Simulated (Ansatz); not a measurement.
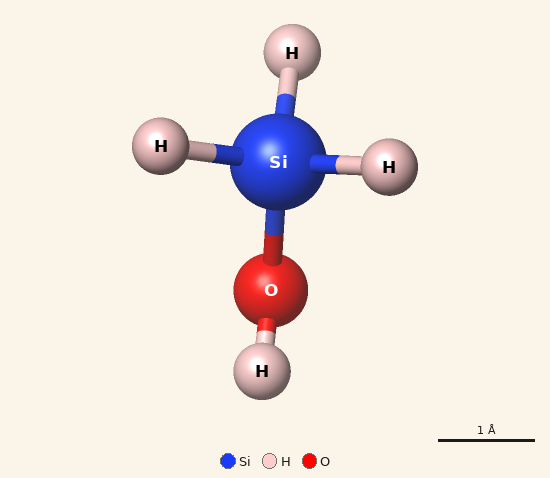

Rendered structure (ball-and-stick style). Every bond is drawn as one stick, whatever its order.

Computed geometry: PBE0-D4/def2-TZVP optimisation.

Give the formula.

H4OSi, 6 atoms: 4 hydrogen, 1 oxygen and 1 silicon.

Give the symmetry (Schoenflies symbol).

Cs.

More results for the same structure follow; atom numbers are the same in all pictures, views and colours differ.

Geometry

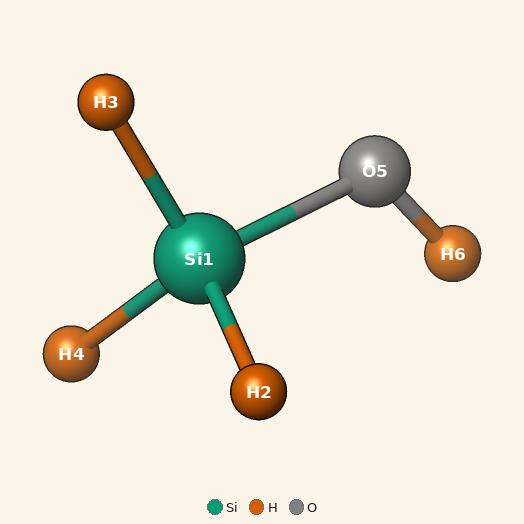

Numbered structure.

Give these bond angles: H2–Si1–H4, H2–Si1–H3, H3–Si1–O5, H2–Si1–O5, Si1–O5–H6.

```
    angle  degrees
H2–Si1–H4    107.9
H2–Si1–H3    109.9
H3–Si1–O5    105.9
H2–Si1–O5    111.7
Si1–O5–H6    117.8
```

Vibrations

Harmonic vibrations computed with RKS PBE0-D4/def2-TZVP (Ansatz 0.2.0) at a stationary point of the same level.

How many vibrational modes are there, and where do they lie?

12 modes: 197, 680, 719, 848, 908, 947, 967, 993, 2209, 2214, 2261, 3931 cm⁻¹.

Electronic properties

Method: RKS PBE0-D4/def2-TZVPP (Ansatz 0.2.0).

Predict the main results.

- HOMO energy (Kohn–Sham orbital): −8.73 eV
- LUMO energy (Kohn–Sham orbital): 0.04 eV
- HOMO–LUMO gap: 8.77 eV

Charges

The questions are on Mulliken charges. Level of theory: RKS PBE0-D4/def2-TZVP (Ansatz 0.2.0).

Which atom carries the highest charge (most positive or least negative)?

Si1 (0.33 e).

And the lowest?

O5 (−0.53 e).

List the Mulliken charges.

```csv
atom,value (e)
Si1,0.33
H2,−0.05
H3,−0.03
H4,−0.05
O5,−0.53
H6,0.32
```

Thermal motion

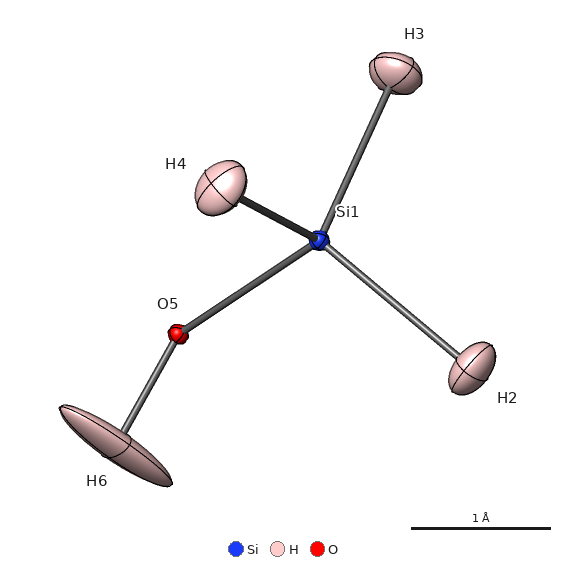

Displacement ellipsoids at the 50 % level, from the internal vibrations of the free molecule (harmonic, no overall translation or rotation; no half-axis is drawn under 0.075 Å). Vibrations computed with RKS PBE0-D4/def2-TZVP (Ansatz 0.2.0). Temperature: 200 K.

Which atom moves most?

H6, with U_eq = 0.0458 Å².

Does H6 move more along its bond or across it?

Across it: the root-mean-square amplitude is 0.065 Å along the bond and up to 0.338 Å across, since bending and torsion are softer than stretching.

Give the displacement parameters, one line for each set of equivalent atoms.

| atom | U_eq (Å²) | rms amplitudes (Å) |
| --- | --- | --- |
| Si1 | 0.00017 | 0.011, 0.011, 0.016 |
| H2, H4 | 0.0143 | 0.086, 0.120, 0.145 |
| H3 | 0.0141 | 0.085, 0.126, 0.138 |
| O5 | 0.00055 | 0.012, 0.026, 0.028 |
| H6 | 0.0458 | 0.065, 0.138, 0.338 |

Mulliken values depend strongly on the basis set and can even reverse the polarity of a bond.
